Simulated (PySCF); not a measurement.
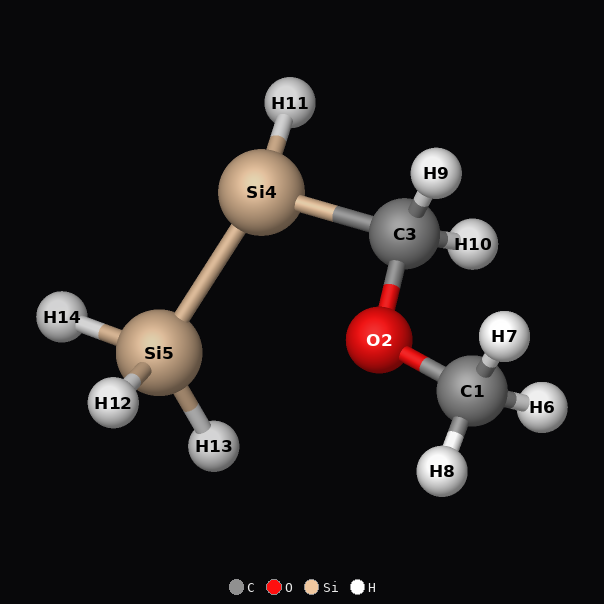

Charge 0, doublet. Computed geometry: GFN2-xTB optimisation. No frequency run is at hand to confirm it as a minimum. Level of theory: UKS B3LYP, pcH-1 on C H O Si, non-relativistic (PySCF 2.14.0). Fermi-contact and spin-dipolar terms alone, no spin-orbit part.

Which nucleus has the largest dipolar (anisotropic) hyperfine coupling?

Answer. 29Si at Si4: principal values −173.1, 85.6, 87.5 MHz.

List the isotropic and dipolar parts for the most strongly coupled nuclei, one of each equivalent set.

```tsv
atom	isotope	a_iso (MHz)	dipolar part (MHz)
Si4	29Si	−373.1	−173.1, 85.6, 87.5
H11	1H	16.9	−10.0, 1.9, 8.1
Si5	29Si	−39.4	−9.3, 2.8, 6.6
H9	1H	19.3	−3.6, −2.6, 6.2
C3	13C	0.0	−2.6, −2.0, 4.6
H12	1H	7.1	−2.7, −1.3, 4.0
H14	1H	−3.4	−2.6, −1.3, 3.9
H10	1H	47.3	−3.3, −0.3, 3.6
```

The geometry is semi-empirical. Around Si such bond lengths and angles can be off by a tenth of an ångström or more and by several degrees, and values that hang on the shape move with them.
